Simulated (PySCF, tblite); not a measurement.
**C7H14Si2: geometry, infrared bands and NMR shifts**

Aim: predict the infrared bands and NMR shifts of C7H14Si2 (`C=CCC1=C[C@@H](C)[SiH2][SiH2]1`).

Programs: tblite 0.8.0 and PySCF 2.14.0, with density-fitted response routines of our own. Each step states its level of theory. These are calculated values for one molecule in the gas phase, unless marked as measured. Atoms are numbered from 0 throughout.

### 1 The starting structure

23 atoms, charge 0, multiplicity 1; geometry from: force field or distance geometry start.

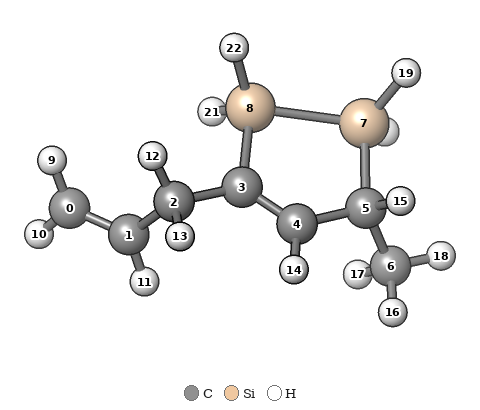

The starting geometry (carbon grey, silicon light orange, hydrogen white), atoms numbered.

### 2 Optimising the geometry with GFN2-xTB

Job settings and geometry (Å):

```
{"job": {"kind": "relax", "xc": "GFN2-xTB", "basis": "xTB"}, "charge": 0, "multiplicity": 1}
C      3.645900    -0.908800    -0.659000
C      2.614600    -0.039100    -0.789900
C      1.956200     0.641400     0.377400
C      0.481200     0.312600     0.448500
C     -0.508200     1.115600     0.030900
C     -1.996000     0.784100     0.136300
C     -2.643400     0.798200    -1.250700
Si    -2.259100    -0.876500     1.092900
Si     0.007500    -1.318000     1.288400
H      4.042800    -1.174500     0.315200
H      4.078100    -1.368800    -1.536800
H      2.243200     0.191700    -1.772800
H      2.443800     0.418300     1.333200
H      2.073800     1.726200     0.230100
H     -0.261400     2.083500    -0.431100
H     -2.464300     1.565200     0.763500
H     -2.508700     1.770800    -1.731200
H     -2.215600     0.024700    -1.904800
H     -3.722200     0.610100    -1.171600
H     -2.936600    -0.635100     2.400300
H     -3.000200    -1.865100     0.252400
H      0.440800    -2.489400     0.493100
H      0.483100    -1.340000     2.709600
```

On the command line:

```
$ OMP_NUM_THREADS=1 python probes_run.py task.json out
```

This one command runs all jobs of the session in turn.

Output:

```text
step      E/eV     max force
  0    -693.87877    2.265
  1    -693.93357    1.839
  2    -693.98081    0.392
  3    -694.01485    0.547
  4    -694.03315    0.477
  5    -694.04253    0.208
  6    -694.05155    0.230
  7    -694.06024    0.336
  8    -694.06889    0.254
  9    -694.07548    0.198
 10    -694.08060    0.164
 11    -694.08477    0.225
 12    -694.08785    0.147
 13    -694.08950    0.088
 14    -694.09047    0.088
 15    -694.09134    0.077
 16    -694.09223    0.080
 17    -694.09300    0.069
 18    -694.09352    0.049
 19    -694.09386    0.052
 20    -694.09418    0.042
 21    -694.09458    0.049
 22    -694.09510    0.045
 23    -694.09566    0.063
 24    -694.09617    0.049
 25    -694.09657    0.041
 26    -694.09694    0.043
 27    -694.09738    0.053
 28    -694.09788    0.055
 29    -694.09836    0.039
 30    -694.09877    0.040
 31    -694.09914    0.039
 32    -694.09953    0.041
 33    -694.09997    0.044
 34    -694.10042    0.051
 35    -694.10083    0.054
 36    -694.10117    0.041
 37    -694.10143    0.030
 38    -694.10162    0.030
 39    -694.10177    0.029
 40    -694.10193    0.027
 41    -694.10214    0.032
 42    -694.10240    0.034
 43    -694.10266    0.035
 44    -694.10288    0.029
 45    -694.10307    0.027
 46    -694.10325    0.031
 47    -694.10345    0.027
 48    -694.10361    0.027
 49    -694.10371    0.022
 50    -694.10379    0.018
 51    -694.10385    0.016
 52    -694.10389    0.015
 53    -694.10393    0.014
 54    -694.10396    0.011
 55    -694.10400    0.014
 56    -694.10403    0.014
 57    -694.10407    0.014
 58    -694.10411    0.014
 59    -694.10414    0.014
 60    -694.10417    0.012
 61    -694.10420    0.013
 62    -694.10423    0.010
```

Run time: 1.1 s. Hardware: 1 thread of Arm Neoverse N1, shared host.

The steps of the relaxation: (not every step is listed)

| step | energy from step 0 (eV) | largest force (eV/Å) |
| --- | --- | --- |
| 0 | 0.0000 | 2.2654 |
| 1 | -0.0548 | 1.8387 |
| 2 | -0.1020 | 0.3916 |
| 3 | -0.1361 | 0.5473 |
| 4 | -0.1544 | 0.4766 |
| 5 | -0.1638 | 0.2082 |
| 6 | -0.1728 | 0.2296 |
| 7 | -0.1815 | 0.3362 |
| 8 | -0.1901 | 0.2536 |
| 12 | -0.2091 | 0.1472 |
| 16 | -0.2135 | 0.0802 |
| 20 | -0.2154 | 0.0425 |
| 24 | -0.2174 | 0.0489 |
| 28 | -0.2191 | 0.0552 |
| 32 | -0.2208 | 0.0406 |
| 36 | -0.2224 | 0.0408 |
| 40 | -0.2232 | 0.0266 |
| 44 | -0.2241 | 0.0290 |
| 48 | -0.2248 | 0.0269 |
| 52 | -0.2251 | 0.0153 |
| 56 | -0.2253 | 0.0144 |
| 57 | -0.2253 | 0.0144 |
| 58 | -0.2253 | 0.0140 |
| 59 | -0.2254 | 0.0142 |
| 60 | -0.2254 | 0.0124 |
| 61 | -0.2254 | 0.0125 |
| 62 | -0.2255 | 0.0098 |

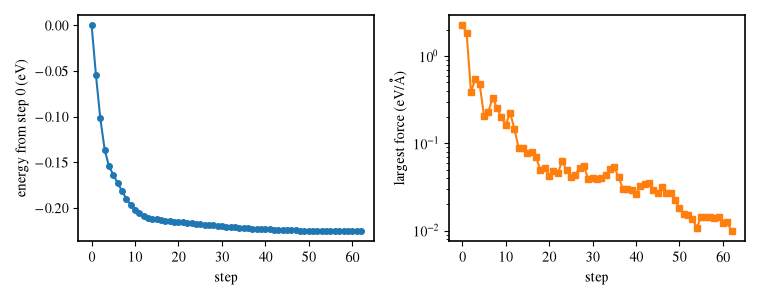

Energy and force, step by step.

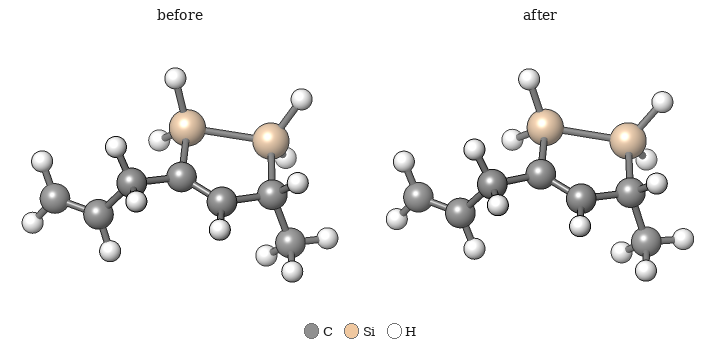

The geometry before (left) and after (right).

Distances of close pairs at the start and the end, largest changes first:

| bond | before (Å) | after (Å) | change (Å) |
| --- | --- | --- | --- |
| C0–C1 | 1.355 | 1.319 | -0.036 |
| Si8–H22 | 1.499 | 1.470 | -0.029 |
| Si7–H20 | 1.494 | 1.468 | -0.026 |
| C4–C5 | 1.528 | 1.501 | -0.026 |
| Si7–H19 | 1.492 | 1.469 | -0.023 |
| Si7–Si8 | 2.317 | 2.302 | -0.015 |
| C4–H14 | 1.101 | 1.088 | -0.012 |
| Si8–H21 | 1.481 | 1.469 | -0.012 |

The next job starts from the end point, and lists it.

### 3 Harmonic vibrations with GFN2-xTB

Job settings and geometry (Å):

```
{"job": {"kind": "ir", "xc": "GFN2-xTB", "basis": "xTB"}, "charge": 0, "multiplicity": 1}
C      3.515838    -0.926207    -0.642759
C      2.530422    -0.058608    -0.773435
C      1.928625     0.721775     0.353834
C      0.484122     0.331088     0.517363
C     -0.507996     1.118140     0.106506
C     -1.969280     0.780517     0.177889
C     -2.556215     0.790910    -1.235868
Si    -2.220255    -0.909835     1.070379
Si     0.031864    -1.340246     1.278972
H      3.975117    -1.120504     0.312980
H      3.911452    -1.472815    -1.482235
H      2.078057     0.118172    -1.741468
H      2.475118     0.515458     1.276758
H      2.006608     1.791485     0.131706
H     -0.287811     2.085318    -0.341329
H     -2.464079     1.582772     0.739019
H     -2.366614     1.743304    -1.731449
H     -2.109586     0.000811    -1.836945
H     -3.631685     0.631578    -1.204319
H     -3.012770    -0.687783     2.287172
H     -3.032252    -1.788155     0.219592
H      0.617205    -2.446057     0.509751
H      0.599363    -1.434132     2.631785
```

Output:

```text
mode    cm-1     km/mol
  1      24.1      0.09
  2      30.9      0.07
  3      54.4      0.09
  4     110.1      0.36
  5     186.8      0.41
  6     227.0      0.02
  7     236.1      0.41
  8     281.1      2.94
  9     303.2      2.59
 10     337.3     37.53
 11     387.5      1.96
 12     402.6      1.34
 13     433.8      0.26
 14     449.0      0.83
 15     478.1      8.85
 16     539.6     16.80
 17     554.9     14.87
 18     568.4     80.14
 19     594.8    231.39
 20     599.8    186.96
 21     652.6     73.04
 22     687.1     47.52
 23     723.3     92.34
 24     799.5    271.21
 25     825.4    127.56
 26     860.3     10.73
 27     890.2     14.65
 28     909.9      2.51
 29     946.4      2.09
 30     985.5      7.75
 31    1001.5      7.07
 32    1022.4     13.21
 33    1065.3      2.68
 34    1091.6      5.17
 35    1111.4      4.92
 36    1151.0     36.24
 37    1187.7      1.62
 38    1239.8      2.87
 39    1262.9      0.29
 40    1275.3      0.81
 41    1300.4      3.99
 42    1313.7      2.16
 43    1412.8      1.01
 44    1415.1      3.12
 45    1470.4      1.11
 46    1507.5      1.70
 47    1511.6      2.54
 48    1666.1     15.03
 49    1716.8     19.90
 50    2174.5     76.46
 51    2194.0    371.50
 52    2202.1    575.78
 53    2208.4    242.62
 54    2897.5     49.35
 55    2927.5     42.95
 56    2968.7     31.13
 57    2973.7     86.03
 58    2996.2     66.19
 59    3019.3     37.85
 60    3029.7     32.00
 61    3048.6     36.43
 62    3095.3     21.90
 63    3120.4     56.43
```

Wall time 2.3 s (1 thread of Arm Neoverse N1, shared host).

The strongest bands and the atoms that carry them (share of the mass-weighted mode):

| cm⁻¹ | km/mol | atoms |
| --- | --- | --- |
| 595 | 231.4 | H21 22 %, H19 13 %, C4 11 %, H22 10 % |
| 600 | 187.0 | H20 30 %, H22 15 %, Si8 14 % |
| 723 | 92.3 | C2 14 %, C5 11 % |
| 800 | 271.2 | H20 27 %, H19 27 %, H22 21 %, H21 20 % |
| 825 | 127.6 | H21 27 %, H22 26 %, H20 20 %, H19 20 % |
| 2194 | 371.5 | H19 48 %, H22 36 %, H21 12 % |
| 2202 | 575.8 | H21 61 %, H19 19 %, H20 15 % |
| 2208 | 242.6 | H20 72 %, H19 17 % |

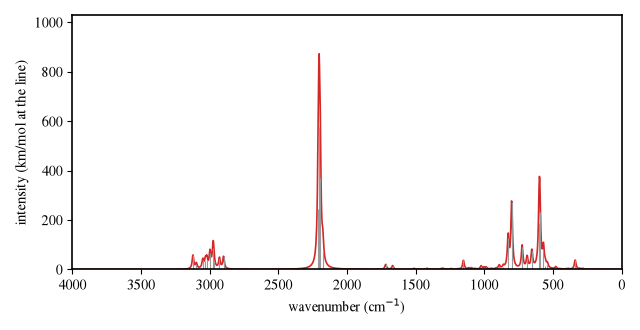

The infrared spectrum from these modes, unscaled. Lines are broadened to a width of 14 cm⁻¹ (Lorentzian).

### 4 NMR shieldings: PBE0/pcSseg-1

Same as in step 3 but for these lines:

```diff
@@ -1,2 +1,2 @@
-{"job": {"kind": "ir", "xc": "GFN2-xTB", "basis": "xTB"}, "charge": 0, "multiplicity": 1}
+{"job": {"kind": "nmr", "xc": "PBE0", "basis": "pcSseg-1"}, "charge": 0, "multiplicity": 1}
 C      3.515838    -0.926207    -0.642759
```

With the program's defaults for keys left out, this is: GIAO PBE0/pcSseg-1 NMR shielding, non-relativistic, gas phase.

Output:

```text
coarse grid: 19536 points
cycle   1  E = -853.3625314742  dE =  9.123e-01  |g| = 4.517e-01  |ddm| = 4.316e+00
cycle   2  E = -853.3512160688  dE =  1.132e-02  |g| = 4.971e-01  |ddm| = 9.624e-01
cycle   3  E = -853.4193311513  dE = -6.812e-02  |g| = 5.641e-02  |ddm| = 5.938e-01
cycle   4  E = -853.4199691293  dE = -6.380e-04  |g| = 3.108e-02  |ddm| = 1.015e-01
cycle   5  E = -853.4202082369  dE = -2.391e-04  |g| = 9.035e-03  |ddm| = 3.566e-02
cycle   6  E = -853.4202265480  dE = -1.831e-05  |g| = 3.271e-03  |ddm| = 9.631e-03
cycle   7  E = -853.4202291911  dE = -2.643e-06  |g| = 6.117e-04  |ddm| = 3.394e-03
final grid: 177520 points
cycle   8  E = -853.4735294310  dE = -4.620e-05  |g| = 8.324e-03  |ddm| = 3.888e-02
cycle   9  E = -853.4735221687  dE =  7.262e-06  |g| = 9.715e-03  |ddm| = 1.819e-02
cycle  10  E = -853.4735478308  dE = -2.566e-05  |g| = 1.208e-03  |ddm| = 1.083e-02
cycle  11  E = -853.4735481809  dE = -3.502e-07  |g| = 3.517e-04  |ddm| = 1.385e-03
cycle  12  E = -853.4735482089  dE = -2.800e-08  |g| = 1.203e-04  |ddm| = 3.746e-04
cycle  13  E = -853.4735482125  dE = -3.532e-09  |g| = 3.686e-05  |ddm| = 1.518e-04
cycle  14  E = -853.4735482128  dE = -3.047e-10  |g| = 1.279e-05  |ddm| = 4.850e-05
converged SCF energy = -853.4735482128

GIAO shielding tensors (ppm)
atom      isotropic    diamagn.    paramagn.     s11        s22        s33       span
  0 C       64.481     252.549    -188.067    -46.566     82.939    157.072    203.638
  1 C       39.792     256.693    -216.901    -80.308     49.988    149.695    230.003
  2 C      138.597     246.580    -107.983    122.048    141.736    152.008     29.961
  3 C       41.198     264.807    -223.610    -59.537     41.907    141.223    200.760
  4 C       24.857     256.935    -232.078    -79.412     38.793    115.190    194.602
  5 C      155.004     254.080     -99.077    137.060    150.213    177.738     40.679
  6 C      163.521     246.952     -83.431    149.866    158.673    182.025     32.159
  7 Si     411.993     881.906    -469.912    360.082    401.525    474.373    114.291
  8 Si     422.894     883.298    -460.403    371.519    420.047    477.117    105.598
  9 H       26.281      30.430      -4.148     22.488     26.007     30.349      7.861
 10 H       26.387      28.666      -2.279     23.209     25.544     30.409      7.201
 11 H       25.918      32.757      -6.840     22.702     25.692     29.359      6.657
 12 H       28.749      32.483      -3.735     26.100     27.696     32.450      6.351
 13 H       28.395      31.608      -3.213     24.710     27.889     32.585      7.875
 14 H       25.118      35.835     -10.717     22.592     24.740     28.024      5.432
 15 H       29.211      32.078      -2.867     25.977     26.542     35.113      9.137
 16 H       30.252      30.123       0.130     25.772     27.774     37.211     11.439
 17 H       30.844      31.383      -0.539     26.960     29.915     35.657      8.697
 18 H       30.290      28.891       1.399     25.360     28.125     37.385     12.025
 19 H       27.660      30.045      -2.385     24.173     25.115     33.691      9.518
 20 H       28.164      30.346      -2.182     24.526     26.560     33.407      8.880
 21 H       27.207      30.802      -3.594     23.368     26.438     31.816      8.448
 22 H       27.654      30.561      -2.907     23.995     25.534     33.432      9.437
```

Run time: 1.8 min. Hardware: 1 thread of Arm Neoverse N1, shared host; peak memory 1.1 GiB.

The references, computed at this level on geometries of the same kind, shield at (ppm): 1H TMS 31.72, 13C TMS 186.9, 29Si TMS 349.2. Their shielding less the atom's gives the shift. The references are single molecules in the gas phase. Atoms listed in one row are averaged.

| atoms | environment | σ (ppm) | δ (ppm) | δ scaled to CDCl3 |
| --- | --- | --- | --- | --- |
| C4 | alkene CH | 24.9 | 162.1 | 156.3 |
| C1 | alkene CH | 39.8 | 147.1 | 141.7 |
| C3 | fully substituted alkene carbon | 41.2 | 145.7 | 140.3 |
| C0 | terminal =CH2 carbon | 64.5 | 122.4 | 117.6 |
| C2 | allylic sp3 CH2 | 138.6 | 48.3 | 45.3 |
| C5 | allylic sp3 CH bonded to Si | 155.0 | 31.9 | 29.2 |
| C6 | methyl carbon | 163.5 | 23.4 | 20.9 |
| H14 | hydrogen on an alkene CH | 25.12 | 6.60 | 6.33 |
| H11 | hydrogen on an alkene CH | 25.92 | 5.80 | 5.57 |
| H9 | hydrogen on a terminal =CH2 carbon | 26.28 | 5.44 | 5.23 |
| H10 | hydrogen on a terminal =CH2 carbon | 26.39 | 5.33 | 5.13 |
| H21 | hydrogen on a silicon bonded to C, Si, in a 5-membered ring | 27.21 | 4.51 | – |
| H22 | hydrogen on a silicon bonded to C, Si, in a 5-membered ring | 27.65 | 4.06 | – |
| H19 | hydrogen on a silicon bonded to C, Si, in a 5-membered ring | 27.66 | 4.06 | – |
| H20 | hydrogen on a silicon bonded to C, Si, in a 5-membered ring | 28.16 | 3.55 | – |
| H13 | hydrogen on an allylic sp3 CH2 | 28.39 | 3.32 | 3.24 |
| H12 | hydrogen on an allylic sp3 CH2 | 28.75 | 2.97 | 2.90 |
| H15 | hydrogen on an allylic sp3 CH bonded to Si | 29.21 | 2.51 | 2.47 |
| H16, H17, H18 | hydrogen on a methyl carbon | 30.46 | 1.25 | 1.29 |
| Si7 | silicon bonded to C, Si, 2 H, in a 5-membered ring | 412.0 | -62.8 | – |
| Si8 | silicon bonded to C, Si, 2 H, in a 5-membered ring | 422.9 | -73.7 | – |

The scaled column applies a straight-line fit of computed shieldings to shifts measured in CDCl3 (root-mean-square error 0.16 ppm for H, 1.9 ppm for C).

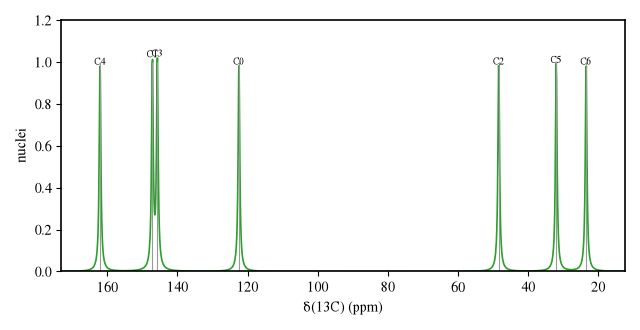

13C lines at the computed shifts, without couplings. Lines are broadened to a width of 0.55 ppm (Lorentzian).

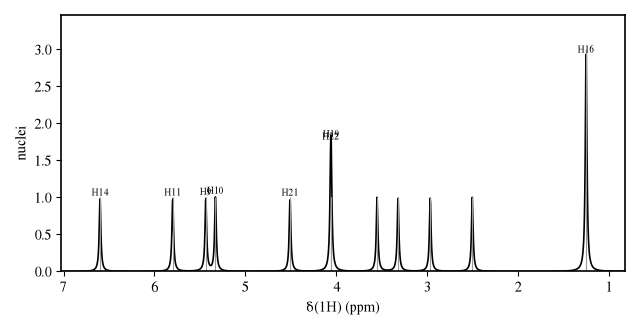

1H lines at the computed shifts, without couplings. Lines are broadened to a width of 0.02 ppm (Lorentzian).

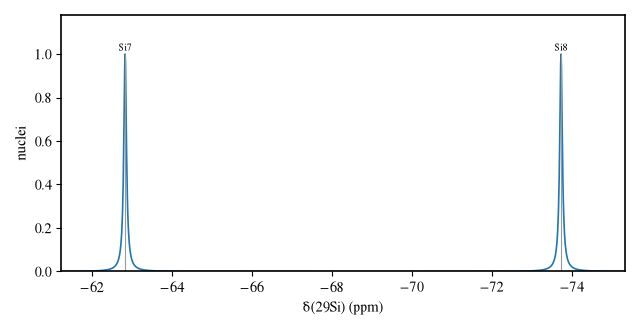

29Si lines at the computed shifts, without couplings. Lines are broadened to a width of 0.08 ppm (Lorentzian).

The run also stored atomic charges by several schemes (e):

| atoms | Mulliken | IAO | Hirshfeld | ESP fit |
| --- | --- | --- | --- | --- |
| C0 | -0.14 | -0.33 | -0.10 | -0.58 |
| C1 | -0.22 | -0.12 | -0.03 | 0.01 |
| C2 | -0.09 | -0.26 | -0.07 | -0.18 |
| C3 | -0.50 | -0.26 | -0.09 | -0.08 |
| C4 | -0.02 | -0.13 | -0.04 | -0.38 |
| C5 | -0.51 | -0.36 | -0.11 | 0.27 |
| C6 | -0.22 | -0.41 | -0.12 | -0.41 |
| Si7 | 0.34 | 0.43 | 0.24 | 0.09 |
| Si8 | 0.42 | 0.43 | 0.22 | 0.24 |

Mulliken charges:

C0 -0.14; C1 -0.22; C2 -0.09; C3 -0.50; C4 -0.02; C5 -0.51; C6 -0.22; Si7 0.34; Si8 0.42; H9 0.11; H10 0.12; H11 0.10; H12 0.12; H13 0.13; H14 0.08; H15 0.15; H16 0.11; H17 0.12; H18 0.12; H19 -0.05; H20 -0.05; H21 -0.04; H22 -0.06

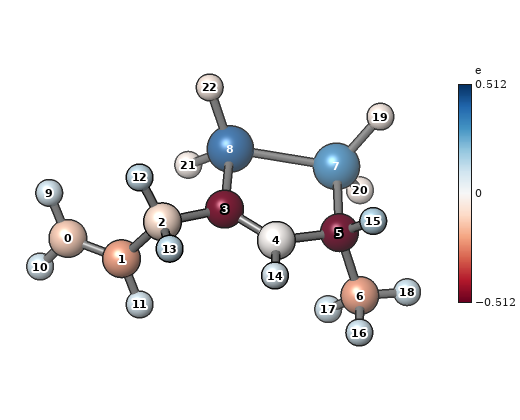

Mulliken charges, as colours on the atoms.

Mayer bond orders: C0–C1 1.98, C1–C2 1.02, C2–C3 1.03, C3–C4 1.85, C4–C5 1.03, C5–C6 1.02, C5–Si7 0.85, Si7–Si8 0.93, Si8–C3 0.86.

Ring of atoms C3, C4, C5, Si7, Si8: NICS(0) -2.4, NICS(1) -3.2, NICS(1)zz 0.0 ppm (means of both faces).

### 5 Summary of results

```
                                                              quantity                                                                       value
                             strongest single infrared mode (GFN2-xTB)                                                       2202 cm⁻¹, 576 km/mol
                                          zero-point energy (GFN2-xTB)                                                              112.4 kcal/mol
                                13C shifts against TMS (PBE0/pcSseg-1)                            162.1, 147.1, 145.7, 122.4, 48.3, 31.9, 23.4 ppm
1H shifts against TMS (PBE0/pcSseg-1, means over atoms taken as alike)  6.60, 5.80, 5.44, 5.33, 4.51, 4.06, 4.06, 3.55, 3.32, 2.97, 2.51, 1.25 ppm
                               29Si shifts against TMS (PBE0/pcSseg-1)                                                            -62.8, -73.7 ppm
```

What this shows: Over 62 steps the energy fell by 0.225 eV; of the close pairs, C0–C1 changed most, 1.355 to 1.319 Å. No mode is imaginary among the 63: a minimum at this level. The strongest single mode, at 2202 cm⁻¹, moves mainly H21. Unscaled tight-binding wavenumbers are off by several per cent, some by more. Its intensities can rank the bands wrongly. At PBE0/pcSseg-1: The largest span, 230 ppm, is at C1, where the paramagnetic term is -217 ppm.
